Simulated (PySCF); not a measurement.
# C₄H₁₃BSi₂: what the fields show

Input file:

```
{"job": {"xc": "WP04", "basis": "pcSseg-1", "solvent": "acetonitrile", "kind": "nmr", "pop": true}, "charge": 0, "multiplicity": 1}
C      2.528992    -0.308911    -0.463591
C      1.015248    -0.125182    -0.548473
C      0.596272     1.198849     0.107136
B     -0.929922     1.611522     0.071742
C     -1.983809     0.800374    -0.727891
Si    -2.141690    -0.906628     0.147779
Si     0.063102    -1.600428     0.225480
H      3.050180     0.518986    -0.945583
H      2.836042    -1.232487    -0.950935
H      2.852030    -0.351433     0.575274
H      0.753862    -0.072513    -1.612529
H      1.175822     2.012045    -0.350525
H      0.932093     1.186584     1.151154
H     -1.259538     2.529364     0.729540
H     -2.957751     1.279698    -0.810056
H     -1.652221     0.563706    -1.739794
H     -3.073428    -1.722781    -0.647613
H     -2.799640    -0.722812     1.450746
H      0.596137    -1.836663     1.577758
H      0.393069    -2.810612    -0.545631
```

Run with:

```sh
OMP_NUM_THREADS=1 python ens_run.py task.json out
```

Geometry: GFN2-xTB.

The calculation used WP04/pcSseg-1, SCF density, in a acetonitrile solvent model, non-relativistic in PySCF 2.14.0.

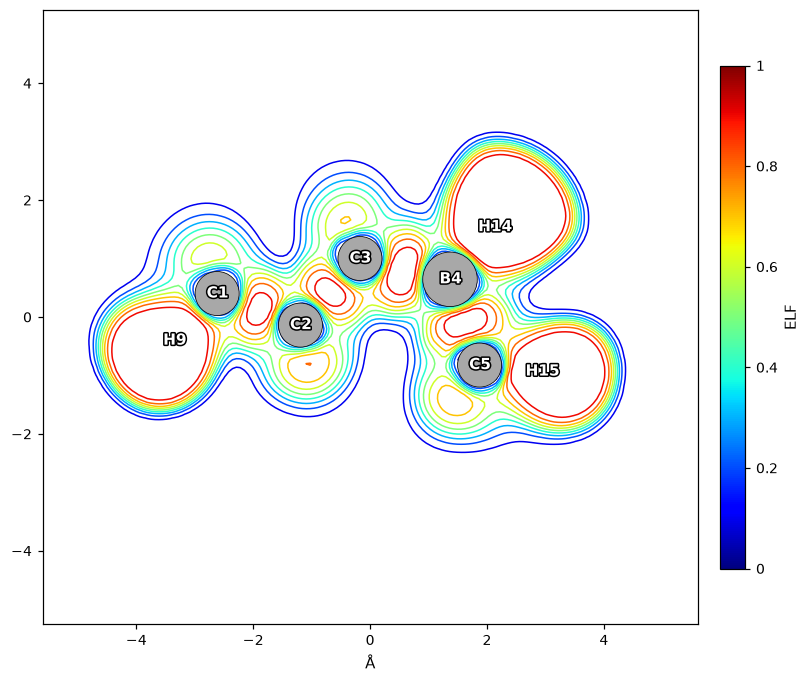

Figure 1. Electron localisation function on the plane of atoms C3, B4 and C5. Grey discs cover the atomic cores.

Q: Describe what can be read from this map.

A: The plane passes through C, B and H nuclei.
C–C (1.53 Å): the ELF peaks at about 0.95 between the atoms (a shared electron pair).
C–B (1.55 Å): the ELF peaks at about 0.95 between the atoms (a covalent bond).
C–H (1.09 Å): the ELF climbs to about 1 towards the hydrogen, as it does in any bond to H (a covalent bond by its length).
B–H (1.18 Å): the ELF climbs to about 1 towards the hydrogen (an ordinary covalent bond to hydrogen).

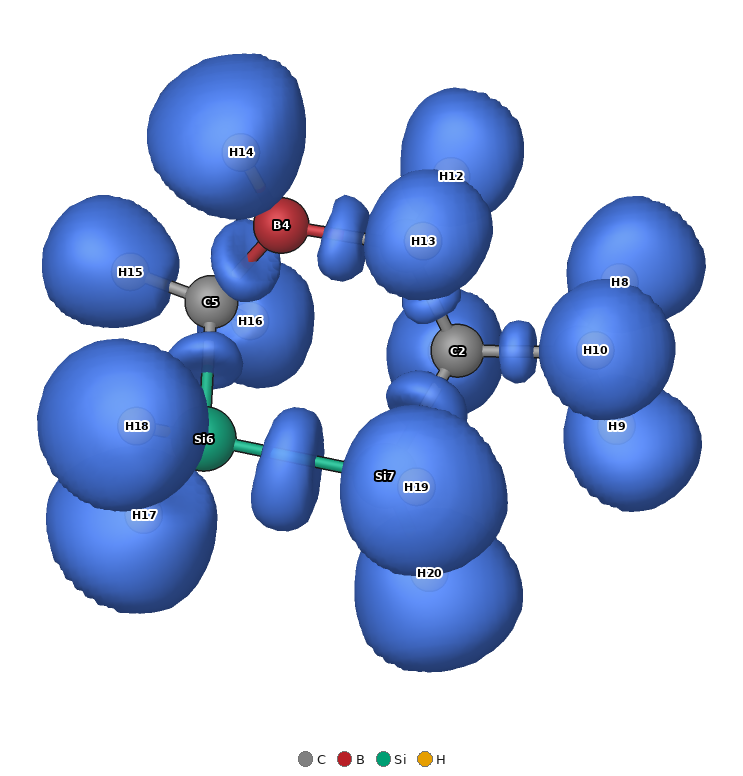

Figure 2. Isosurface of the ELF at 0.85 (blue), seen across its widest extent. Core shells and regions of very low density are left out.

Q: What do the ELF domains correspond to?

A: The surface consists of two regions between bonded B–C atoms (shared pairs), two regions between bonded C–C atoms (shared pairs), two regions between bonded C–Si atoms (shared pairs), one region between bonded Si–Si atoms (shared pairs) and 13 regions around hydrogen nuclei.

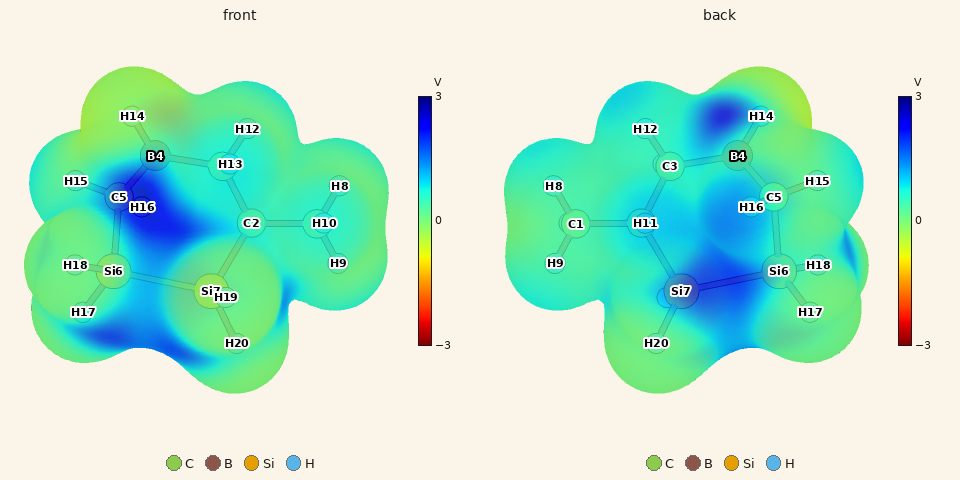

Figure 3. The molecular electrostatic potential painted on the density surface at 0.004 e/bohr³, seen from the front and from behind; red is negative and blue positive.

Q: Describe the electrostatic potential map.

A: The most negative region (about −0.4 V, or −9 kcal/mol for a unit charge) lies over H14, the most positive (about +2.4 V, or +55 kcal/mol for a unit charge) over B4 and Si6.

Q: How polar is the molecule by this calculation?

A: Its dipole moment is 0.88 D.
